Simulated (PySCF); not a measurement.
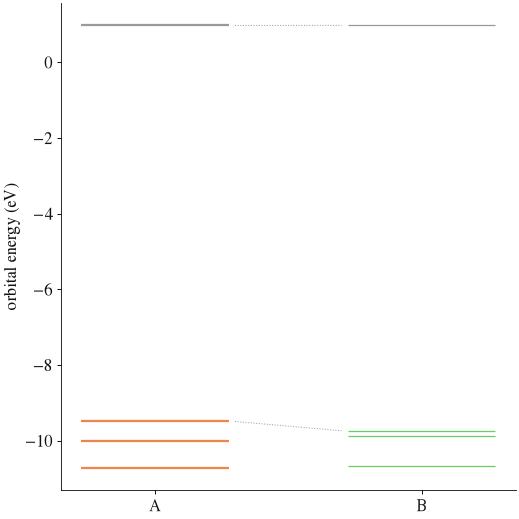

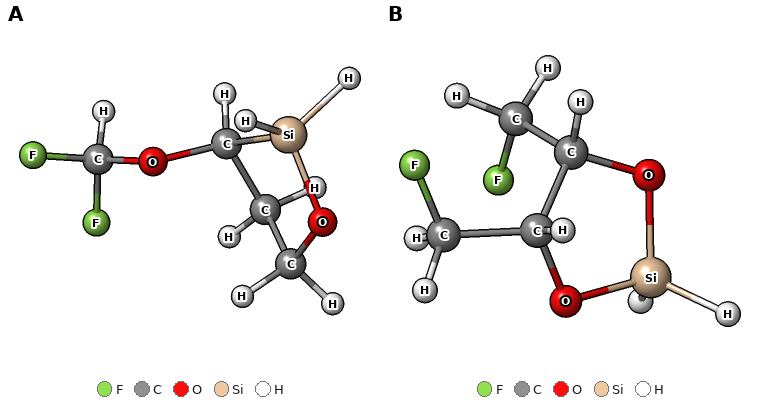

Related molecules: A is C₄H₈F₂O₂Si, SMILES FC(F)O[C@@H]1CCO[SiH2]1; B is C₄H₈F₂O₂Si, SMILES FC[C@@H]1O[SiH2]O[C@@H]1CF. Frontier orbital energies, CAM-B3LYP/def2-SVPD with PySCF, at a PBE0-D3(BJ)/def2-SVP geometry (no frequency check); drawn are at most three filled levels and, in grey, the LUMO with any level within 0.03 eV of it; dotted lines join the HOMOs and the LUMOs.

Q: What does the change do to the frontier levels?

A: From A to B the HOMO falls by 0.25 eV and the LUMO hardly moves, so the separation goes from 10.47 to 10.72 eV.

Q: Does the ΔSCF ionisation energy follow the HOMO?

A: A: −ε(HOMO) 9.49, ΔSCF 10.29 eV; B: −ε(HOMO) 9.74, ΔSCF 10.50 eV.

Caveats, for all or some of the runs: empty levels above zero depend strongly on the basis; one conformer of a flexible molecule.
